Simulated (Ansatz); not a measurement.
Ligand exchange: ZnH(NH2) + C2H11NSi2 → Zn(NH2)2 + C2H10Si2

Gas-phase species: ZnH(NH2), singlet; C2H11NSi2 `CC[SiH](N)[SiH3]`, singlet; Zn(NH2)2, singlet; C2H10Si2 `CC[SiH2][SiH3]`, singlet. The partners trade H for NH2: Zn–H and Si–NH2 bonds give way to Zn–NH2 and Si–H.

Shapes, held fixed at every level: PBE0-D4/def2-TZVP. Flexible molecules stand in one conformer, not always the lowest. Programs: Ansatz 0.2.0. The zero-point and thermal change to 298 K, harmonic and unscaled (PBE0-D4/def2-TZVP), is +2.1 kJ/mol.

```tsv
level	kind	ΔH(298 K) (kJ/mol)
HF/def2-SVP	Hartree–Fock	+40.6
HF/def2-TZVPP	Hartree–Fock	+41.1
SPW92/def2-TZVPP	LDA	+32.3
B3LYP-D4/def2-TZVPP	global hybrid	+36.7
BHLYP-D4/def2-TZVPP	global hybrid	+40.7
r2SCAN0-D4/def2-TZVPP	global hybrid	+36.9
wB97M-V/def2-TZVPP	range-separated hybrid	+38.2
wB97X-V/def2-TZVPP	range-separated hybrid	+34.1
```

wB97X-V/def2-TZVPP gives ΔH(298 K) = +34.1 kJ/mol; the levels span +32.3 to +41.1. The median of the levels is +37.5. No measured value is set beside it here. Relativity is left out for Zn.

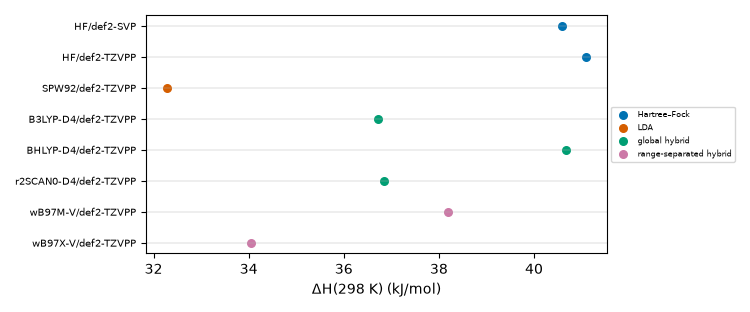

The values of the table, level by level.
